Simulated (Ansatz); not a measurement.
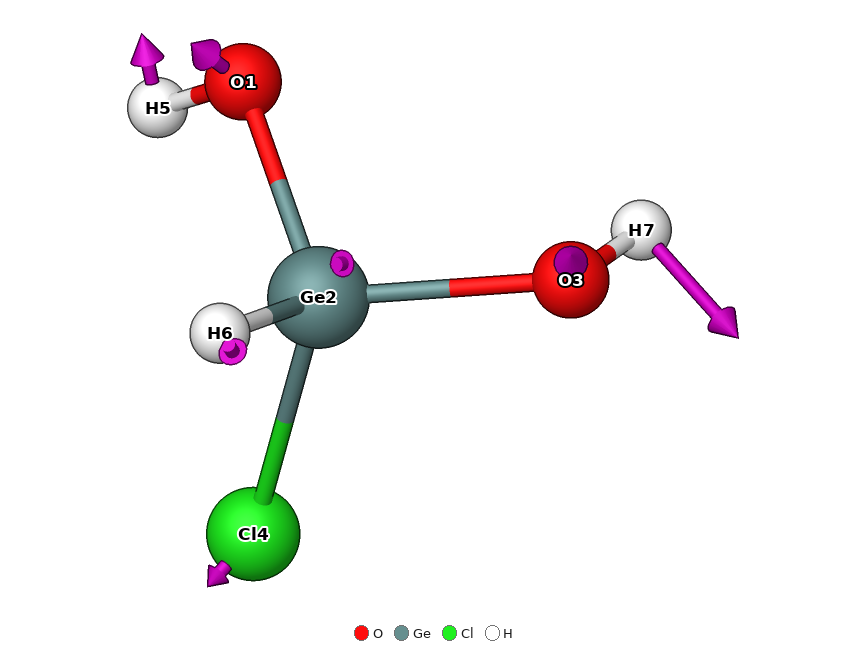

The arrows show one normal mode. Harmonic vibrations computed with RKS PBE0-D4/def2-TZVP (Ansatz 0.2.0) at a stationary point of the same level.

Question: Describe the motion.

Answer: Mostly angle bending.

Question: Estimate its harmonic wavenumber.

Answer: 236 cm⁻¹; it is mode 4 of 15 counted from the lowest.
